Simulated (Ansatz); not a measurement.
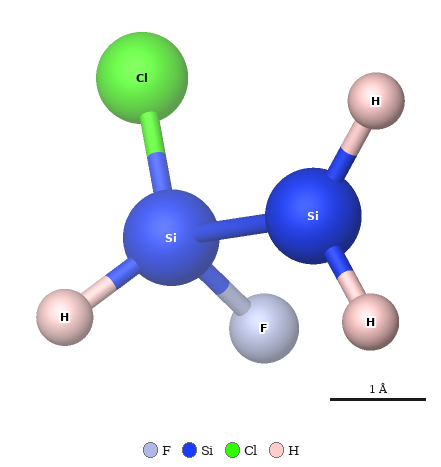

*The input geometry (ball-and-stick view, seen at a tilt).*

Bond lengths as drawn: Cl–Si 1.97 Å, F–Si 1.60 Å, H–Si 1.45 to 1.47 Å and Si–Si 2.41 Å.

# Geometry relaxation of Si₂H₃ClF (charge +1) (part 1 of 2)

The run: geometry relaxation of Si₂H₃ClF, charge +1, SMILES F[SiH]([SiH2+])Cl. Method and program: RKS B3LYP/def2-SVP (Ansatz 0.2.0).

It belongs to a series of runs on one base structure; here: start relaxed.

**The program's output**
```
The last accepted step is kept in [file] (removed where the run ends without a failure and the disk answers)
Engine: ansatz 0.2.0, aarch64-unknown-linux-gnu
Functional definition: B3LYP
  parameter a0 = 0.2
  parameter ax = 0.72
  parameter ac = 0.81
  exchange = (1 - a0 - ax)*slater_x + ax*b88_x + a0*exact_x
  correlation = (1 - ac)*vwn_rpa_c + ac*lyp_c
819 factors; integrals over basis functions are off by at most 5.6e-4 eV
mean field evaluation 1: about -31020.8327 eV, gradient 6.1e1 eV
mean field evaluation 2: about -30933.8037 eV, gradient 1.9e2 eV
mean field evaluation 4: about -31026.9533 eV, gradient 9.3e0 eV
mean field evaluation 8: about -31027.1769 eV, gradient 7.7e-2 eV
mean field -31027.17687459 eV, -1140.2277191654 hartree, gradient 3.1e-5 eV, S^2 0.000000; 0 other end points of the search recorded, 0 dependent functions left out
the calculation of the forces begins
reference -31027.17710964 eV, -1140.2277278034 hartree; 28, 28 occupied and 55, 55 virtual orbitals, 819 factors
relax step   1: F+E_penalty+E_count = -31027.17687459 eV  Δ(F+E_penalty+E_count) = +0.000e0 eV  max|allowed force component| = 1.024e0 eV/Å  Δτ_max = 0.0000 Å  (24 SCF iters, accepted)
these checks for a lower state are left out or cut short: starts, cluster_reference, orbital_swaps, neighbouring_geometries, increment
819 factors; integrals over basis functions are off by at most 6.2e-4 eV
mean field evaluation 16: about -31027.1322 eV, gradient 8.2e0 eV
mean field -31027.29219186 eV, -1140.2319569969 hartree, gradient 9.5e-6 eV, S^2 0.000000; 0 other end points of the search recorded, 0 dependent functions left out
[... from here on the field's lines of each further geometry are left out, up to the last ...]
relax step   2: F+E_penalty+E_count = -31027.29219186 eV  Δ(F+E_penalty+E_count) = -1.153e-1 eV  max|allowed force component| = 3.759e-1 eV/Å  Δτ_max = 0.1427 Å  (28 SCF iters, accepted)
relax step   3: F+E_penalty+E_count = -31027.31291080 eV  Δ(F+E_penalty+E_count) = -2.072e-2 eV  max|allowed force component| = 2.961e-1 eV/Å  Δτ_max = 0.0991 Å  (27 SCF iters, accepted)
relax step   4: F+E_penalty+E_count = -31027.31877832 eV  Δ(F+E_penalty+E_count) = -5.868e-3 eV  max|allowed force component| = 1.817e-1 eV/Å  Δτ_max = 0.0233 Å  (23 SCF iters, accepted)
relax step   5: F+E_penalty+E_count = -31027.32399676 eV  Δ(F+E_penalty+E_count) = -5.218e-3 eV  max|allowed force component| = 5.628e-2 eV/Å  Δτ_max = 0.1280 Å  (26 SCF iters, accepted)
relax step   6: F+E_penalty+E_count = -31027.32718368 eV  Δ(F+E_penalty+E_count) = -3.187e-3 eV  max|allowed force component| = 4.901e-2 eV/Å  Δτ_max = 0.0950 Å  (24 SCF iters, accepted)
relax step   7: F+E_penalty+E_count = -31027.32468269 eV  Δ(F+E_penalty+E_count) = +2.501e-3 eV  max|allowed force component| = 3.160e-1 eV/Å  Δτ_max = 0.1955 Å  (27 SCF iters, rejected (line search))
relax step   8: F+E_penalty+E_count = -31027.33040769 eV  Δ(F+E_penalty+E_count) = -3.224e-3 eV  max|allowed force component| = 3.846e-2 eV/Å  Δτ_max = 0.0859 Å  (24 SCF iters, accepted)
relax step   9: F+E_penalty+E_count = -31027.33315037 eV  Δ(F+E_penalty+E_count) = -2.743e-3 eV  max|allowed force component| = 1.256e-1 eV/Å  Δτ_max = 0.0975 Å  (23 SCF iters, accepted)
relax step  10: F+E_penalty+E_count = -31027.33563858 eV  Δ(F+E_penalty+E_count) = -2.488e-3 eV  max|allowed force component| = 1.357e-1 eV/Å  Δτ_max = 0.0587 Å  (24 SCF iters, accepted)
relax step  11: F+E_penalty+E_count = -31027.33749761 eV  Δ(F+E_penalty+E_count) = -1.859e-3 eV  max|allowed force component| = 2.870e-1 eV/Å  Δτ_max = 0.1822 Å  (27 SCF iters, accepted)
relax step  12: F+E_penalty+E_count = -31027.34365109 eV  Δ(F+E_penalty+E_count) = -6.153e-3 eV  max|allowed force component| = 2.879e-1 eV/Å  Δτ_max = 0.1175 Å  (27 SCF iters, accepted)
relax step  13: F+E_penalty+E_count = -31027.35411412 eV  Δ(F+E_penalty+E_count) = -1.046e-2 eV  max|allowed force component| = 2.463e-1 eV/Å  Δτ_max = 0.1129 Å  (25 SCF iters, accepted)
relax step  14: F+E_penalty+E_count = -31027.36911565 eV  Δ(F+E_penalty+E_count) = -1.500e-2 eV  max|allowed force component| = 2.823e-1 eV/Å  Δτ_max = 0.1956 Å  (27 SCF iters, accepted)
relax step  15: F+E_penalty+E_count = -31027.38894200 eV  Δ(F+E_penalty+E_count) = -1.983e-2 eV  max|allowed force component| = 3.724e-1 eV/Å  Δτ_max = 0.1955 Å  (27 SCF iters, accepted)
relax step  16: F+E_penalty+E_count = -31027.42744381 eV  Δ(F+E_penalty+E_count) = -3.850e-2 eV  max|allowed force component| = 4.901e-1 eV/Å  Δτ_max = 0.1951 Å  (27 SCF iters, accepted)
relax step  17: F+E_penalty+E_count = -31027.50049905 eV  Δ(F+E_penalty+E_count) = -7.306e-2 eV  max|allowed force component| = 5.984e-1 eV/Å  Δτ_max = 0.1949 Å  (27 SCF iters, accepted)
relax step  18: F+E_penalty+E_count = -31027.58967564 eV  Δ(F+E_penalty+E_count) = -8.918e-2 eV  max|allowed force component| = 5.606e-1 eV/Å  Δτ_max = 0.1975 Å  (27 SCF iters, accepted)
relax step  19: F+E_penalty+E_count = -31027.69498703 eV  Δ(F+E_penalty+E_count) = -1.053e-1 eV  max|allowed force component| = 8.880e-1 eV/Å  Δτ_max = 0.1952 Å  (27 SCF iters, accepted)
relax step  20: F+E_penalty+E_count = -31027.68670061 eV  Δ(F+E_penalty+E_count) = +8.286e-3 eV  max|allowed force component| = 1.361e0 eV/Å  Δτ_max = 0.1995 Å  (27 SCF iters, rejected (line search))
relax step  21: F+E_penalty+E_count = -31027.74638921 eV  Δ(F+E_penalty+E_count) = -5.140e-2 eV  max|allowed force component| = 6.907e-1 eV/Å  Δτ_max = 0.0973 Å  (26 SCF iters, accepted)
relax step  22: F+E_penalty+E_count = -31027.75244150 eV  Δ(F+E_penalty+E_count) = -6.052e-3 eV  max|allowed force component| = 5.716e-1 eV/Å  Δτ_max = 0.0477 Å  (24 SCF iters, accepted)
relax step  23: F+E_penalty+E_count = -31027.76349341 eV  Δ(F+E_penalty+E_count) = -1.105e-2 eV  max|allowed force component| = 6.352e-2 eV/Å  Δτ_max = 0.0320 Å  (24 SCF iters, accepted)
relax step  24: F+E_penalty+E_count = -31027.76412388 eV  Δ(F+E_penalty+E_count) = -6.305e-4 eV  max|allowed force component| = 5.265e-2 eV/Å  Δτ_max = 0.0182 Å  (23 SCF iters, accepted)
relax step  25: F+E_penalty+E_count = -31027.76434550 eV  Δ(F+E_penalty+E_count) = -2.216e-4 eV  max|allowed force component| = 2.060e-2 eV/Å  Δτ_max = 0.0069 Å  (22 SCF iters, accepted)
the calculation of the forces begins
reference -31027.76459279 eV, -1140.2493174110 hartree; 28, 28 occupied and 55, 55 virtual orbitals, 819 factors
relax step  26: F+E_penalty+E_count = -31027.76436505 eV  Δ(F+E_penalty+E_count) = -1.955e-5 eV  max|allowed force component| = 3.986e-3 eV/Å  Δτ_max = 0.0012 Å  (19 SCF iters, accepted)
```

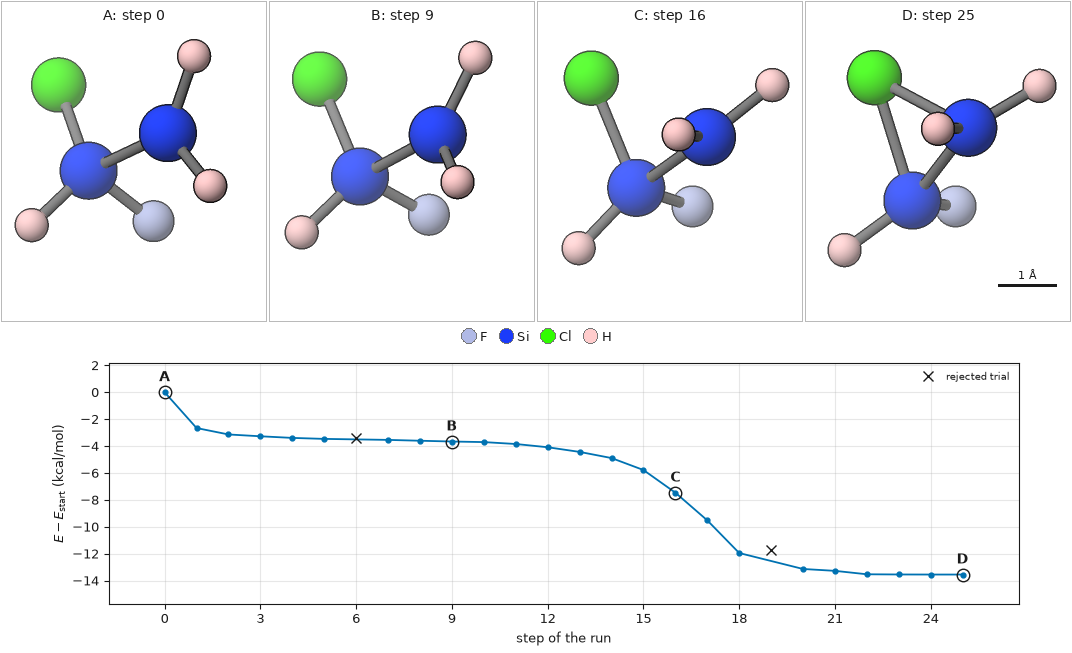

*Frames of the relaxation (ball-and-stick view, seen at a tilt) above the curves, on which the letters mark them (the first geometry is step 0 here and step 1 in the log).*

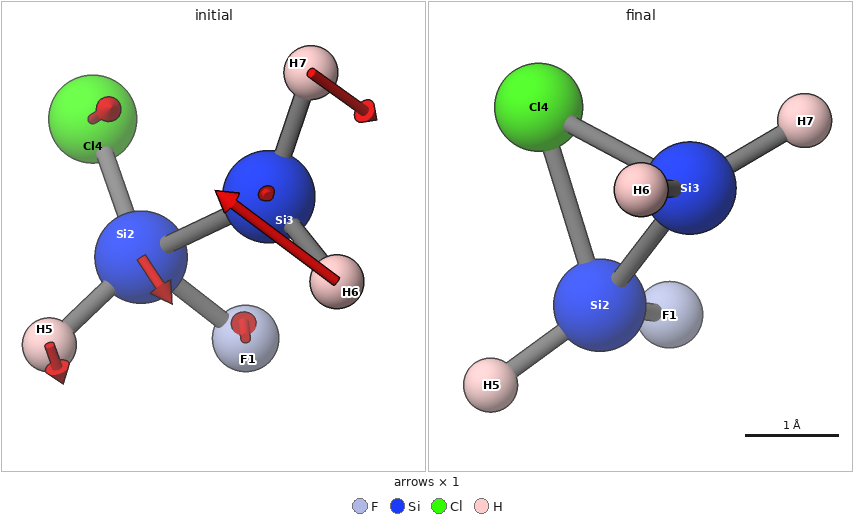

*Before (left) and after (right) the relaxation, at one scale (ball-and-stick view, seen at a tilt). The red arrows give the displacements, at true length.*

After 25 geometry steps the energy has fallen by 13.5 kcal/mol. Largest force component: 1 eV/Å at the start, 0.004 eV/Å at the end. The line search rejected the trial steps at points 6, 19 (counted from 0) and went back. The atom that moves furthest after the best rigid fit is H6 (1.70 Å). By element the largest moves are H 1.70 Å, Cl 1.54 Å, F 0.67 Å, Si 0.63 Å. Distances before and after: Si3–Cl4 3.676 → 2.290 Å, Si2–Cl4 1.968 → 2.266 Å, Si2–Si3 2.412 → 2.284 Å, Si2–H5 1.453 → 1.472 Å. New bonds form: Si3–Cl4 (3.68 → 2.29 Å). Among the angles that change: Si3–Si2–Cl4 113.7° → 60.4°, F1–Si2–Si3 94.9° → 117.3°, Si3–Si2–H5 109.0° → 128.6°. (Atoms are counted from 1 in the order of the input.)

```
819 factors; integrals over basis functions are off by at most 5.7e-4 eV
mean field -31027.76436505 eV, -1140.2493090414 hartree, gradient 2.9e-5 eV, S^2 0.000000; 1 other end points of the search recorded, 0 dependent functions left out
the calculation of the forces begins
reference -31027.76459279 eV, -1140.2493174110 hartree; 28, 28 occupied and 55, 55 virtual orbitals, 819 factors
Total energy: -31027.76459279 eV, -1140.2493174110 hartree
Atom 0 at    -2.026227    -1.131312     0.209469 Å, force    -0.002236    -0.000835     0.001264 eV/Å
Atom 1 at    -1.122925     0.174333     0.071554 Å, force     0.003986     0.003429    -0.003717 eV/Å
Atom 2 at     1.124266    -0.067073     0.402108 Å, force     0.001894    -0.001574    -0.003316 eV/Å
Atom 3 at     0.247087    -0.096653    -1.713127 Å, force    -0.001226     0.001055     0.002424 eV/Å
Atom 4 at    -1.894238     1.412812    -0.122929 Å, force    -0.000880    -0.002965     0.000753 eV/Å
Atom 5 at     1.997446     1.120718     0.492265 Å, force    -0.000335    -0.000450     0.001319 eV/Å
Atom 6 at     1.674600    -1.412824     0.660670 Å, force    -0.001202     0.001340     0.001273 eV/Å
Dipole moment:     0.447774     0.435201     0.501916 e Å
```

**Trajectory as extended XYZ (Å, eV, eV/Å), 15 of the 26 frames kept, from step=1 to step=26**
```
7
Properties=species:S:1:pos:R:3:forces:R:3 step=1 energy=-31027.17688
F    -1.7395   -0.5810    0.6399   -0.0118  -0.3974   0.4608
Si   -0.9388    0.1649   -0.5321   -0.4659   0.4756   0.9840
Si    1.2100    0.0043    0.5515    0.2230  -0.2220   0.0151
Cl   -1.0625   -0.8677   -2.2027    0.2090  -0.4460  -1.0241
H    -1.3874    1.5461   -0.4881    0.1244   0.4992  -0.3485
H     1.5077    0.4549    1.9207   -0.2424   0.2909   0.2874
H     2.4105   -0.7216    0.1107    0.1637  -0.2002  -0.3747
7
Properties=species:S:1:pos:R:3:forces:R:3 step=3 energy=-31027.31291
F    -1.7659   -0.6180    0.7089    0.2322   0.1179  -0.1842
Si   -0.9665    0.1712   -0.4583   -0.2961  -0.1789   0.1264
Si    1.2299   -0.0250    0.5465   -0.1140  -0.0246   0.1606
Cl   -0.9538   -0.8460   -2.2061    0.0606   0.0601   0.0625
H    -1.3818    1.5821   -0.5267    0.0605   0.0145  -0.0466
H     1.4398    0.5099    1.9233    0.0750  -0.0230  -0.1003
H     2.3984   -0.7742    0.0123   -0.0181   0.0340  -0.0186
7
Properties=species:S:1:pos:R:3:forces:R:3 step=5 energy=-31027.32400
F    -1.7354   -0.6795    0.6895   -0.0428  -0.0396   0.0501
Si   -0.9798    0.1667   -0.4529    0.0140   0.0235  -0.0563
Si    1.2088   -0.0244    0.5607    0.0020   0.0014   0.0396
Cl   -0.9197   -0.7806   -2.2332    0.0291  -0.0143  -0.0139
H    -1.4096    1.5722   -0.4998   -0.0065   0.0234   0.0096
H     1.5059    0.6110    1.8720    0.0281   0.0056  -0.0090
H     2.3299   -0.8655    0.0636   -0.0238   0.0001  -0.0203
```
